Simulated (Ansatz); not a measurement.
# F₂H₃InSi: how energies converge with the basis set

Aim: see how fast density functionals converge with the basis set for F₂H₃InSi.

Method: one geometry, several basis sets; program: Ansatz 0.2.0, Gaussian basis.

Levels to be run: PBE0-D4/def2-SVP; ωB97M-V/def2-SVP; PBE0-D4/def2-QZVPP; ωB97M-V/def2-QZVPP; the functionals' def2-TZVPP values are taken from earlier runs.

### 1 The geometry

All runs share one geometry, relaxed beforehand with PBE0-D4 in a triple-zeta def2 set. In takes the def2 core potential; no spin-orbit term is included.

SMILES `[F][In]([F])[SiH3]`, 7 atoms, charge 0, spin multiplicity 1.

Atoms are counted from 1 here; the program's logs count them from 0.

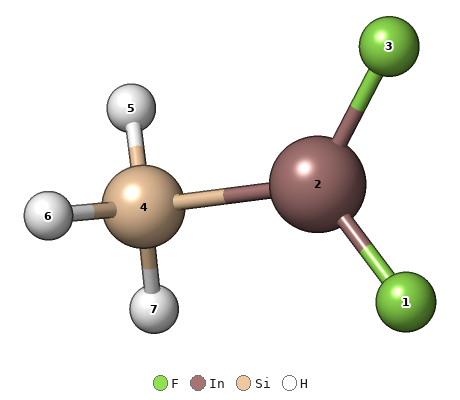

The geometry (fluorine green, indium brown, silicon light orange, hydrogen white); atoms are numbered from 1 in the order of the file.

### 2 PBE0-D4 in def2-SVP

in.yaml reads:

```yaml
crystal:
  periodic: [false, false, false]
  atoms:
    - {symbol: F, position_ang: [0.085505, -2.464231, 1.581430]}
    - {symbol: In, position_ang: [0.730313, -0.895967, 0.629955]}
    - {symbol: F, position_ang: [2.664726, -0.910927, 0.824165]}
    - {symbol: Si, position_ang: [-0.675844, 0.828876, -0.596563]}
    - {symbol: H, position_ang: [0.160804, 1.471133, -1.637509]}
    - {symbol: H, position_ang: [-1.125200, 1.829566, 0.401924]}
    - {symbol: H, position_ang: [-1.840304, 0.141550, -1.203403]}
basis:
  gaussian: {orbitals: def2-SVP}
hamiltonian: {xc: pbe0, dispersion: d4}
output: {orbitals: {seedname: orbitals}}
```

The run is started by

```bash
> ansatz run in.yaml --threads 2 --pin off --events-out ev --progress --plain --max-ram 22528MiB --backend cpu
```

The runs that follow: ωB97M-V in def2-SVP; PBE0-D4 in def2-QZVPP; ωB97M-V in def2-QZVPP.

Q: Predict the results of all the runs planned. Wanted: PBE0-D4: double and triple zeta above quadruple; ωB97M-V: double and triple zeta above quadruple.

**Answer**, as computed:

| quantity | value |
| --- | --- |
| PBE0-D4: double and triple zeta above quadruple | 10.69, 0.64 eV |
| ωB97M-V: double and triple zeta above quadruple | 10.86, 0.61 eV |

What this shows: PBE0-D4 gains 10.05 eV from double to triple zeta, then 0.64 eV more. Total energies overstate the basis error of differences, where much of it tends to cancel.
